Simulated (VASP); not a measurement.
Band structure of Pb4S3Se (ordered alloy cell). All values below come from PBEsol GGA, VASP's PBE PAW potentials (set 64) (plane waves; VASP).

Unless said otherwise, spin-orbit coupling is left out, though it shifts the bands of the heavy elements here.

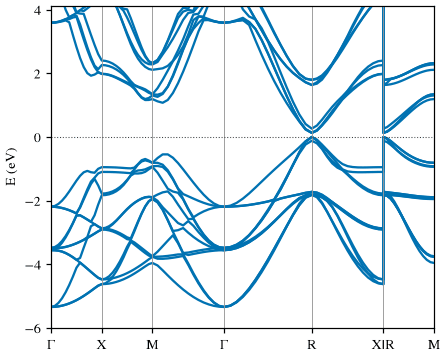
*Bands along high-symmetry lines, zero at the valence-band maximum or, without a gap, the Fermi level*

Question: Read the plot: is there a gap, and where are the band edges?

Answer: The gap is direct, 0.13 eV, from the valence maximum at R to the conduction minimum at R. (Edges off the drawn lines would not show.)

The structure was generated: Pb4S3Se was put into an ordered model structure (Pm-3m), which need not be its known phase. It was relaxed first.
